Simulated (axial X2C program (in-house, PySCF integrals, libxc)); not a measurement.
# SrSe⁺: from the state search to constants

What are the state, bond length, wavenumber and bond energy of SrSe⁺, and what does spin–orbit coupling change?

Computed with an in-house X2C program for linear molecules on PySCF integrals. Level: all-electron X2C, Sr dyall-cv3z, Se dyall-cv3z.

All values are calculated.

## (1) Input

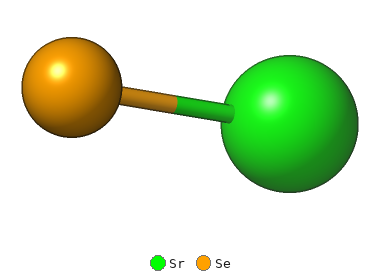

The two atoms at 2.640 Å (strontium green, selenium orange).

The input, task.json:

```json
{"zs": [38, 34], "q": 1, "bas": ["dyall-cv3z", "dyall-cv3z"], "levels": ["PBE0", "HF", "PW91"], "cc": true, "r0": 2.64, "thr": -2.0, "nmax": 90, "npts": 10, "nst": 2, "ntry": 6}
```

Keys: zs atomic numbers; q charge; bas basis sets; levels methods (HF also brings MP2); cc coupled cluster on or off; r0 starting distance in Å; thr threshold in hartree for freezing inner shells (an s shell follows its p shell); nmax most natural virtual spinors; npts points asked for on the curve; nst determinants followed; ntry starts of the search.

Run with:

```sh
> python so2c.py task.json out
```

Spin-free means the one-electron spin-free X2C Hamiltonian; two-component (2c) means X2C with spin–orbit coupling and atomic mean-field two-electron Coulomb and Gaunt terms. Basis: Sr dyall-cv3z contracted to [13s12p8d5f1g], Se dyall-cv3z contracted to [8s9p6d4f1g]; Gaussian nuclei, density fitting. Masses: Sr 87.906 u, Se 79.917 u.

Notation: σ, π±, δ± give the projection m of an orbital's angular momentum (0, ±1, ±2), α and β its spin, Λ and M_S the sums; ω is the projection of a spinor's total angular momentum and Ω the sum. Logs are in hartree.

The results follow Hamiltonian by Hamiltonian and level by level.

## (2) State search with PBE0

PBE0 moves the distance from 2.640 Å to 2.724 Å and compares determinants there.

Spin-free determinants:

```tsv
ΔE (eV)	state	open shells
0.00	M_S = 1/2, Λ = 1	beyond closed shells: π+α, π+β, π-α
0.58	M_S = 1/2, Λ = 0	beyond closed shells: σα
2.53	M_S = 3/2, Λ = 0	beyond closed shells: σα, π+α, π-α
2.57	M_S = 1/2, Λ = 0	beyond closed shells: σβ, π+α, π-α
3.08	M_S = 3/2, Λ = 1	beyond closed shells: 2 × σα, π+α, π+β, π-α
3.47	M_S = 1/2, Λ = 1	beyond closed shells: 2 × σα, π+α, π+β, π-β
3.65	M_S = 1/2, Λ = 0	beyond closed shells: σα, π+β, π-α
```

Two-component determinants:

```tsv
ΔE (eV)	state	open shells
0.00	Ω = 3/2	excess of +ω over −ω: ω = 3/2
0.18	Ω = 1/2	excess of +ω over −ω: ω = 1/2
2.65	Ω = 1/2	excess of +ω over −ω: 2 × ω = -1/2, ω = 3/2
3.04	Ω = 5/2	excess of +ω over −ω: 2 × ω = 1/2, ω = 3/2
3.51	Ω = 1/2	excess of +ω over −ω: ω = 1/2
4.29	Ω = 7/2	excess of +ω over −ω: ω = -1/2, ω = 3/2, ω = 5/2
4.30	Ω = 5/2	excess of +ω over −ω: ω = -1/2, 2 × ω = 3/2
```

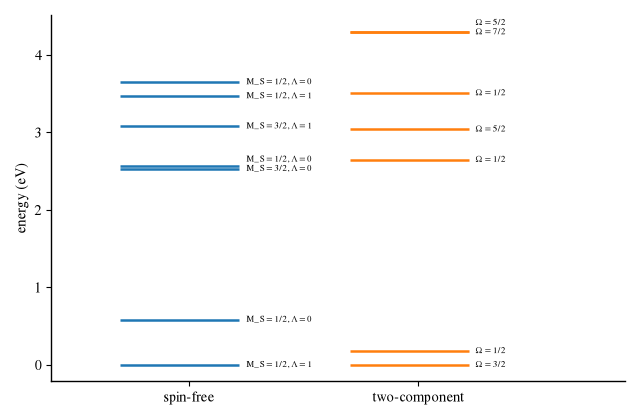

The determinants found, each set from its own lowest.

## (3) PBE0, spin-free

State followed: M_S = 1/2, Λ = 1 (beyond closed shells: π+α, π+β, π-α). The scan is laid around 2.724 Å, a first estimate of the minimum, and this SCF restarts from the orbitals of the search.

The SCF at the reference distance of 2.724 Å:

```text
spin-free X2C-1e  PBE0
basis functions 235  fitting functions 1272  grid points 5804
iter        total energy     max residual
   1      -5608.475454100     4.42e-05
   2      -5608.475454107     3.10e-05
   3      -5608.475454113     4.78e-06
converged
one-electron -8268.00953188  Coulomb 2602.46188394  exact exchange -47.69614543  xc functional -146.22173287  nuclear repulsion 250.99007214
```

Along the bond, energies from the lowest point:

```tsv
R (Å)	E (eV)	μ (D)	HOMO (eV)	LUMO (eV)	iterations
2.370	0.7961	-8.96	-11.15	-8.94	23
2.479	0.3309	-9.63	-10.83	-8.64	17
2.561	0.1310	-10.11	-10.62	-8.44	15
2.642	0.0282	-10.58	-10.41	-8.24	14
2.724	0.0000	-11.04	-10.23	-8.06	3
2.819	0.0384	-11.55	-10.03	-7.87	15
2.915	0.1328	-12.04	-9.84	-7.70	13
3.037	0.3107	-12.63	-9.64	-7.49	13
3.187	0.5797	-13.29	-9.42	-7.28	13
```

Dipoles are positive if Se is the positive end and refer to the centre of mass.

Outer orbitals at the reference distance:

| symmetry | occupied | ε (eV) | atomic character |
| --- | --- | --- | --- |
| π+β | yes | -30.47 | 100% Sr p |
| π+α | yes | -30.47 | 100% Sr p |
| π-α | yes | -30.47 | 100% Sr p |
| π-β | yes | -30.46 | 100% Sr p |
| σα | yes | -30.34 | 97% Sr p |
| σβ | yes | -30.33 | 97% Sr p |
| σα | yes | -22.34 | 81% Se s, 7% Sr p, 6% Sr d |
| σβ | yes | -21.23 | 81% Se s, 7% Sr p, 6% Sr d |
| σα | yes | -11.25 | 77% Se p, 9% Sr d, 9% Sr s |
| π-α | yes | -11.17 | 85% Se p, 9% Sr d, 3% Sr f |
| π+α | yes | -11.17 | 85% Se p, 9% Sr d, 3% Sr f |
| σβ | yes | -10.91 | 76% Se p, 10% Sr d, 10% Sr s |
| π+β | yes | -10.23 | 82% Se p, 12% Sr d, 3% Sr p |
| π-β | no | -8.06 | 78% Se p, 15% Sr d, 4% Sr p |
| σα | no | -6.77 | 76% Sr s, 10% Sr d, 10% Sr p |
| σβ | no | -6.77 | 74% Sr s, 11% Sr p, 10% Sr d |
| δ+α | no | -5.25 | 100% Sr d |

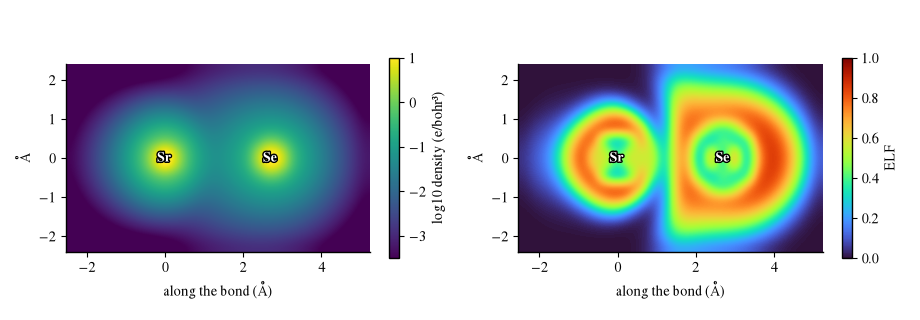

PBE0 fields in a plane through the axis, from a grid of 0.3 Å; Sr lies at z = 0 and Se at z = 2.724 Å; the ELF is damped to zero where the density is low.

Re = 2.720 Å, ωe = 236.7 cm⁻¹, ωexe = 0.452 cm⁻¹, Be = 0.05444 cm⁻¹, De = 2.53 eV, μ = -11.02 D.

## (4) HF, spin-free

The SCF at the reference distance of 2.724 Å:

```text
spin-free X2C-1e  HF
basis functions 235  fitting functions 1272  grid points 5804
iter        total energy     max residual
   1      -5605.342157543     3.42e-01
   2      -5605.372798379     9.84e-03
   3      -5605.373650731     1.04e-02
   4      -5605.373805133     2.21e-03
   5      -5605.373818147     4.88e-04
   6      -5605.373820764     3.69e-04
   7      -5605.373821599     6.59e-05
   8      -5605.373821728     2.82e-05
   9      -5605.373821753     1.65e-05
  10      -5605.373821757     5.72e-06
  11      -5605.373821758     2.27e-06
converged
one-electron -8267.81014195  Coulomb 2602.36852168  exact exchange -190.92227363  xc functional 0.00000000  nuclear repulsion 250.99007214
```

Re = 2.787 Å, ωe = 230.1 cm⁻¹, ωexe = 0.407 cm⁻¹, Be = 0.05183 cm⁻¹, De = 1.25 eV, μ = -12.94 D.

## (5) PW91, spin-free

Output at 2.724 Å:

```text
spin-free X2C-1e  PW91
basis functions 235  fitting functions 1272  grid points 5804
iter        total energy     max residual
   1      -5609.487699490     1.19e-01
   2      -5609.491995792     8.68e-03
   3      -5609.493218039     1.30e-02
   4      -5609.493481172     2.77e-03
   5      -5609.493488899     4.65e-04
   6      -5609.493491121     4.90e-04
   7      -5609.493491478     7.66e-05
   8      -5609.493491503     4.15e-05
   9      -5609.493491509     1.20e-05
converged
one-electron -8267.89640787  Coulomb 2602.32552942  exact exchange 0.00000000  xc functional -194.91268519  nuclear repulsion 250.99007214
```

Re = 2.729 Å, ωe = 229.5 cm⁻¹, ωexe = 0.471 cm⁻¹, Be = 0.05407 cm⁻¹, De = 2.69 eV, μ = -10.29 D.

## (6) MP2 and beyond, spin-free

Correlated methods: 15 electrons correlated (frozen shells, counted by type: Sr 3 s, 2 p, 1 d; Se 3 s, 2 p, 1 d), 279 virtual spinors in MP2, 90 natural virtuals in coupled cluster.

Output of the correlated part at 2.724 Å:

```text
correlated 15  virtual 279  natural virtual 90  E(MP2) -0.345398773  MP2 remainder -0.018012068
iter   CCSD correlation   residual
   1     -0.351256024   9.67e-02
   2     -0.357866128   3.26e-02
   3     -0.358856631   1.29e-02
   4     -0.358821407   4.99e-03
   5     -0.358834376   1.75e-03
   6     -0.358838978   6.95e-04
   7     -0.358839625   2.36e-04
   8     -0.358840812   7.61e-05
   9     -0.358840278   2.54e-05
  10     -0.358840089   8.38e-06
  11     -0.358840006   2.82e-06
  12     -0.358840008   1.13e-06
(T) -0.011888715  T1 0.0133  D1 0.0270  max T2 0.053
```

T1 in the output is the amplitude norm over the root of the electron number; divide by √2 for the Lee–Taylor value.

MP2: Re = 2.741 Å, ωe = 236.1 cm⁻¹, Be = 0.05361 cm⁻¹, De = 2.18 eV.

CCSD: Re = 2.753 Å, ωe = 233.7 cm⁻¹, ωexe = 0.451 cm⁻¹, Be = 0.05315 cm⁻¹, De = 2.13 eV. T1 at Re = 0.010 (Lee–Taylor, the printed value over √2).

CCSD(T): Re = 2.752 Å, ωe = 233.0 cm⁻¹, ωexe = 0.46 cm⁻¹, Be = 0.05319 cm⁻¹, De = 2.19 eV. T1 at Re = 0.009 (Lee–Taylor, the printed value over √2).

## (7) A higher determinant, spin-free

State: M_S = 1/2, Λ = 0 (beyond closed shells: σα).

Output at the reference distance:

```text
spin-free X2C-1e  PBE0
basis functions 235  fitting functions 1272  grid points 5804
iter        total energy     max residual
   1      -5608.454010858     7.64e-05
   2      -5608.454010880     6.46e-05
   3      -5608.454010903     5.99e-06
   4      -5608.454010903     5.31e-06
converged
one-electron -8267.23245391  Coulomb 2601.69683300  exact exchange -47.69391223  xc functional -146.21454990  nuclear repulsion 250.99007214
```

```tsv
R (Å)	E above the lowest PBE0 point (eV)
2.370	0.735
2.479	0.531
2.561	0.486
2.642	0.509
2.724	0.583
2.819	0.717
2.915	0.886
3.037	1.137
3.187	1.469
```

Re = 2.570 Å, ωe = 252.7 cm⁻¹, ωexe = 0.499 cm⁻¹, Be = 0.06098 cm⁻¹, μ = -10.35 D. Te = 0.49 eV.

## (8) The spin-free curves together

Energy (eV) of the followed determinant, spin-free, from each level's lowest point:

```tsv
R (Å)	PBE0	HF	MP2	CCSD	CCSD(T)	PW91
2.370	0.796	1.135	0.905	n/a	n/a	0.803
2.479	0.331	0.543	0.395	0.427	0.422	0.341
2.561	0.131	0.265	0.169	0.189	0.186	0.140
2.642	0.028	0.096	0.045	0.054	0.053	0.034
2.724	0.000	0.014	0.000	0.000	0.000	0.000
2.819	0.038	0.000	0.023	0.014	0.014	0.030
2.915	0.133	0.054	0.107	0.089	0.090	0.114
3.037	0.311	0.193	0.275	0.249	0.249	0.276
3.187	0.580	0.432	0.539	n/a	n/a	0.524
```

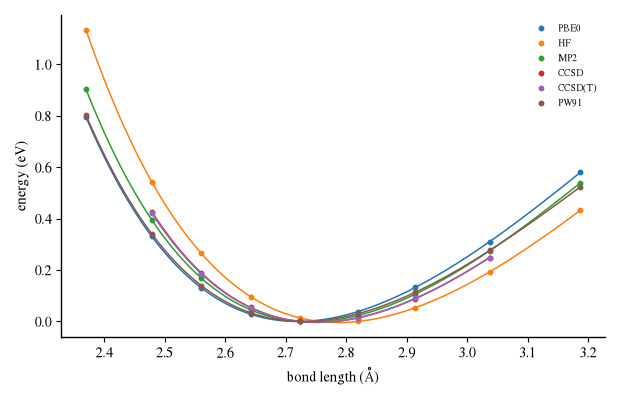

Curves of the followed state, spin-free, each from its own lowest point.

## (9) PBE0, 2c

State followed: Ω = 3/2 (excess of +ω over −ω: ω = 3/2). The scan is laid around 2.724 Å, a first estimate of the minimum, and this SCF restarts from the orbitals of the search.

The SCF at the reference distance of 2.724 Å:

```text
two-component X2C + atomic mean field  PBE0
basis functions 235  fitting functions 1272  grid points 5804
iter        total energy     max residual
   1      -5606.480555914     1.30e-05
   2      -5606.480555915     4.27e-06
converged
one-electron -8262.80932003  Coulomb 2601.39632482  exact exchange -47.67447529  xc functional -146.15627003  nuclear repulsion 250.99007214  atomic mean-field constant -2.22688752
```

Along the bond, energies from the lowest point:

```tsv
R (Å)	E (eV)	μ (D)	HOMO (eV)	LUMO (eV)	iterations
2.370	0.7964	-8.95	-11.15	-8.84	24
2.479	0.3316	-9.62	-10.90	-8.54	17
2.561	0.1316	-10.10	-10.69	-8.34	15
2.642	0.0287	-10.57	-10.49	-8.14	13
2.724	0.0000	-11.02	-10.31	-7.97	2
2.819	0.0377	-11.53	-10.11	-7.78	14
2.915	0.1313	-12.02	-9.93	-7.60	13
3.037	0.3078	-12.60	-9.72	-7.40	13
3.187	0.5746	-13.24	-9.51	-7.19	13
```

Dipoles are positive if Se is the positive end and refer to the centre of mass.

Outer spinors at the reference distance:

| ω | occupied | ε (eV) | atomic character | λ mixture |
| --- | --- | --- | --- | --- |
| 1/2 | yes | -31.18 | 99% Sr p | 72% π, 28% σ |
| -1/2 | yes | -31.18 | 99% Sr p | 72% π, 28% σ |
| 3/2 | yes | -30.08 | 100% Sr p | 100% π |
| -3/2 | yes | -30.06 | 100% Sr p | 100% π |
| 1/2 | yes | -29.99 | 98% Sr p | 72% σ, 28% π |
| -1/2 | yes | -29.98 | 98% Sr p | 72% σ, 28% π |
| 1/2 | yes | -22.32 | 81% Se s, 7% Sr p, 6% Sr d | 100% σ |
| -1/2 | yes | -21.22 | 81% Se s, 7% Sr p, 6% Sr d | 100% σ |
| -1/2 | yes | -11.32 | 85% Se p, 8% Sr d, 3% Sr f | 89% π, 11% σ |
| 1/2 | yes | -11.26 | 77% Se p, 9% Sr d, 9% Sr s | 98% σ, 2% π |
| 3/2 | yes | -11.03 | 85% Se p, 9% Sr d, 3% Sr f | 100% π |
| -1/2 | yes | -10.84 | 76% Se p, 10% Sr d, 9% Sr s | 89% σ, 11% π |
| 1/2 | yes | -10.31 | 82% Se p, 11% Sr d, 3% Sr p | 98% π, 2% σ |
| -3/2 | no | -7.97 | 77% Se p, 16% Sr d, 4% Sr p | 100% π |
| 1/2 | no | -6.78 | 76% Sr s, 10% Sr d, 10% Sr p | 100% σ |
| -1/2 | no | -6.77 | 74% Sr s, 11% Sr p, 11% Sr d | 100% σ |
| -3/2 | no | -5.28 | 99% Sr d | 100% δ |

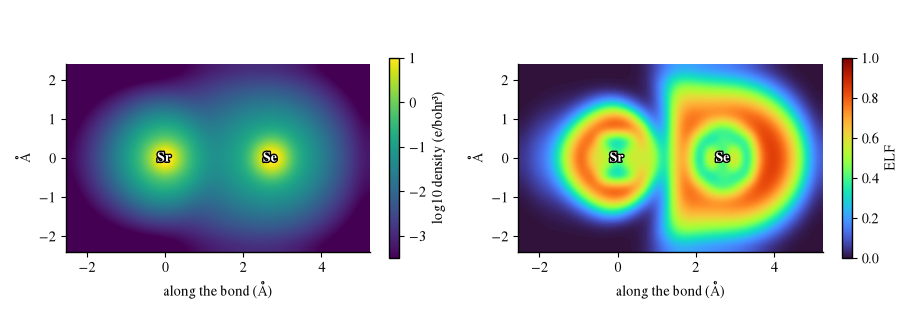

PBE0 fields in a plane through the axis, from a grid of 0.3 Å; Sr lies at z = 0 and Se at z = 2.724 Å; the ELF is damped to zero where the density is low.

Re = 2.720 Å, ωe = 236.2 cm⁻¹, ωexe = 0.456 cm⁻¹, Be = 0.05442 cm⁻¹, De = 2.57 eV, μ = -11.00 D.

## (10) HF, 2c

The SCF at the reference distance of 2.724 Å:

```text
two-component X2C + atomic mean field  HF
basis functions 235  fitting functions 1272  grid points 5804
iter        total energy     max residual
   1      -5603.347711770     3.42e-01
   2      -5603.378322986     9.82e-03
   3      -5603.379175445     1.04e-02
   4      -5603.379329697     2.20e-03
   5      -5603.379342618     4.86e-04
   6      -5603.379345142     3.59e-04
   7      -5603.379345919     6.13e-05
   8      -5603.379346038     2.54e-05
   9      -5603.379346061     1.58e-05
  10      -5603.379346065     5.10e-06
  11      -5603.379346066     2.24e-06
converged
one-electron -8262.60971420  Coulomb 2601.30262793  exact exchange -190.83544442  xc functional 0.00000000  nuclear repulsion 250.99007214  atomic mean-field constant -2.22688752
```

Re = 2.788 Å, ωe = 229.5 cm⁻¹, ωexe = 0.41 cm⁻¹, Be = 0.0518 cm⁻¹, De = 1.28 eV, μ = -12.93 D.

## (11) PW91, 2c

Output at 2.724 Å:

```text
two-component X2C + atomic mean field  PW91
basis functions 235  fitting functions 1272  grid points 5804
iter        total energy     max residual
   1      -5607.492148740     1.23e-01
   2      -5607.496438525     8.49e-03
   3      -5607.497663820     1.34e-02
   4      -5607.497928890     2.87e-03
   5      -5607.497936756     4.65e-04
   6      -5607.497938988     5.13e-04
   7      -5607.497939355     7.62e-05
   8      -5607.497939382     4.37e-05
   9      -5607.497939387     1.20e-05
converged
one-electron -8262.69430038  Coulomb 2601.25803057  exact exchange 0.00000000  xc functional -194.82485419  nuclear repulsion 250.99007214  atomic mean-field constant -2.22688752
```

Re = 2.730 Å, ωe = 228.9 cm⁻¹, ωexe = 0.476 cm⁻¹, Be = 0.05404 cm⁻¹, De = 2.73 eV, μ = -10.28 D.

## (12) Correlated methods, 2c

Correlated methods: 15 electrons correlated (frozen shells, counted by type: Sr 3 s, 2 p, 1 d; Se 3 s, 2 p, 1 d), 279 virtual spinors in MP2, 90 natural virtuals in coupled cluster.

Output of the correlated part at 2.724 Å:

```text
correlated 15  virtual 279  natural virtual 90  E(MP2) -0.345382150  MP2 remainder -0.018004871
iter   CCSD correlation   residual
   1     -0.351234272   9.67e-02
   2     -0.357835458   3.25e-02
   3     -0.358822987   1.28e-02
   4     -0.358785827   4.88e-03
   5     -0.358797446   1.68e-03
   6     -0.358801698   6.69e-04
   7     -0.358802319   2.30e-04
   8     -0.358803496   7.50e-05
   9     -0.358802975   2.53e-05
  10     -0.358802787   8.39e-06
  11     -0.358802704   2.87e-06
  12     -0.358802706   1.18e-06
(T) -0.011875177  T1 0.0132  D1 0.0272  max T2 0.053
```

MP2: Re = 2.741 Å, ωe = 235.6 cm⁻¹, Be = 0.05358 cm⁻¹, De = 2.15 eV.

CCSD: Re = 2.754 Å, ωe = 233.1 cm⁻¹, ωexe = 0.454 cm⁻¹, Be = 0.05311 cm⁻¹, De = 2.11 eV. T1 at Re = 0.009 (Lee–Taylor, the printed value over √2).

CCSD(T): Re = 2.752 Å, ωe = 232.4 cm⁻¹, ωexe = 0.464 cm⁻¹, Be = 0.05316 cm⁻¹, De = 2.17 eV. T1 at Re = 0.009 (Lee–Taylor, the printed value over √2).

## (13) A higher determinant, 2c

State: Ω = 1/2 (excess of +ω over −ω: ω = 1/2).

Output at the reference distance:

```text
two-component X2C + atomic mean field  PBE0
basis functions 235  fitting functions 1272  grid points 5804
iter        total energy     max residual
   1      -5606.473955773     2.66e-05
   2      -5606.473955782     1.86e-05
converged
one-electron -8262.71294031  Coulomb 2601.30386876  exact exchange -47.67396010  xc functional -146.15410876  nuclear repulsion 250.99007214  atomic mean-field constant -2.22688752
```

```tsv
R (Å)	E above the lowest PBE0 point (eV)
2.370	0.800
2.479	0.488
2.561	0.301
2.642	0.205
2.724	0.180
2.819	0.220
2.915	0.316
3.037	0.496
3.187	0.766
```

No constants are quoted: fits of two degrees disagree.

## (14) The 2c curves together

Energy (eV) of the followed determinant, 2c, from each level's lowest point:

```tsv
R (Å)	PBE0	HF	MP2	CCSD	CCSD(T)	PW91
2.370	0.796	1.136	0.905	n/a	n/a	0.804
2.479	0.332	0.544	0.396	0.428	0.423	0.342
2.561	0.132	0.266	0.170	0.190	0.187	0.141
2.642	0.029	0.097	0.046	0.055	0.054	0.034
2.724	0.000	0.014	0.000	0.000	0.000	0.000
2.819	0.038	0.000	0.022	0.013	0.014	0.029
2.915	0.131	0.053	0.105	0.088	0.088	0.112
3.037	0.308	0.191	0.273	0.246	0.246	0.273
3.187	0.575	0.429	0.534	n/a	n/a	0.518
```

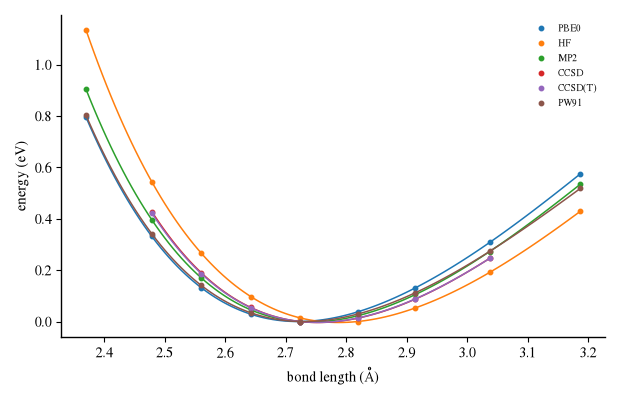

Curves of the followed state, 2c, each from its own lowest point.

The whole job took 3.7 min on 1 thread of Arm Neoverse V2, shared host; peak memory 1 GiB.

## (15) What came out

Lowest determinant that the search found at its distance, spin-free: M_S = 1/2, Λ = 1 (beyond closed shells: π+α, π+β, π-α).

Lowest determinant that the search found at its distance, 2c: Ω = 3/2 (excess of +ω over −ω: ω = 3/2).

```
Hamiltonian    level  Re (Å)  ωe (cm⁻¹)  De (eV)   μ (D)
  spin-free     PBE0   2.720      236.7     2.53  -11.02
  spin-free       HF   2.787      230.1     1.25  -12.94
  spin-free      MP2   2.741      236.1     2.18     n/a
  spin-free     CCSD   2.753      233.7     2.13     n/a
  spin-free  CCSD(T)   2.752      233.0     2.19     n/a
  spin-free     PW91   2.729      229.5     2.69  -10.29
         2c     PBE0   2.720      236.2     2.57  -11.00
         2c       HF   2.788      229.5     1.28  -12.93
         2c      MP2   2.741      235.6     2.15     n/a
         2c     CCSD   2.754      233.1     2.11     n/a
         2c  CCSD(T)   2.752      232.4     2.17     n/a
         2c     PW91   2.730      228.9     2.73  -10.28
```

Dipoles are positive if Se is the positive end and refer to the centre of mass.

Time per point (s) on 1 thread of Arm Neoverse V2, shared host (2c runs; CCSD comes with the CCSD(T) run); the times are rough: PBE0 1.4, HF 1.2, MP2 1.6, CCSD(T) 7.1, PW91 0.63.

At CCSD(T), going from spin-free to two-component changes Re by +1 mÅ, ωe by -0.2 %, which is small (part of it comes from the scalar share of the two-electron terms). De moves by -0.03 eV; both De rest on single-determinant atoms, which can miss part of an open shell's spin–orbit lowering.

De refers to Sr+ + Se, each in the lowest determinant found, which need not be this curve's own limit. The state is a single determinant with fixed occupations, the lowest that a limited PBE0 search found. Dissociation energies refer to the lowest single-determinant-based atoms at the same level and basis. Density functionals use the spin component along the axis (collinear). CCSD and (T) use frozen natural virtuals with an MP2 correction for the truncation.
